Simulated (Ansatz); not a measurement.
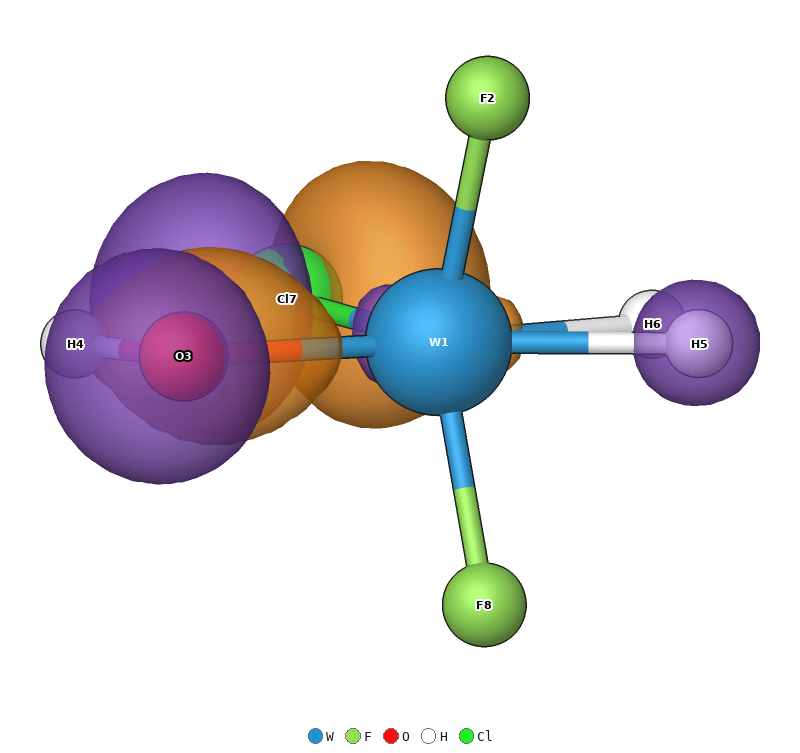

Figure 1: ClF$_{2}$H$_{3}$OW. The HOMO−1 at ±0.15 Å⁻³ᐟ² (orange and purple are the two phases), seen across its widest extent.

Core potentials replace the inner electrons of W.

Theory: RKS PBE/def2-SVP in Ansatz 0.2.0.

The calculation's input:

```
crystal:
  periodic: [false, false, false]
  atoms:
    - { symbol: W, position_ang: [0.0, 0.0, 0.0] }
    - { symbol: F, position_ang: [0.0, 0.0, 1.85] }
    - { symbol: O, position_ang: [1.94, 0.0, 0.0] }
    - { symbol: H, position_ang: [2.2771, -0.9519, -0.0197] }
    - { symbol: H, position_ang: [0.0, 1.72, 0.0] }
    - { symbol: H, position_ang: [-1.72, 0.0, 0.0] }
    - { symbol: Cl, position_ang: [0.0, -2.39, 0.0] }
    - { symbol: F, position_ang: [0.0, 0.0, -1.85] }
basis:
  gaussian: { orbitals: def2-SVP }
hamiltonian:
  xc: pbe
relax:
  f_tol: 0.02
  max_steps: 40
output:
  orbitals: {}
```

Launched as:

```sh
ansatz run input.yaml --threads 2 --pin off --max-ram 3072MiB --backend cpu --events-out ev --progress --plain --runs-dir out
```

The fields are those of the run's last geometry, not of the input's.

Question: Where does this orbital lie, and at what energy?

Answer: By Hirshfeld shares it lies mainly on Cl7 (about 45 %), O3 (about 40 %) and W1 (about 10 %); largely a combination of lone pairs on Cl7 and O3. Its energy is −7.80 eV.
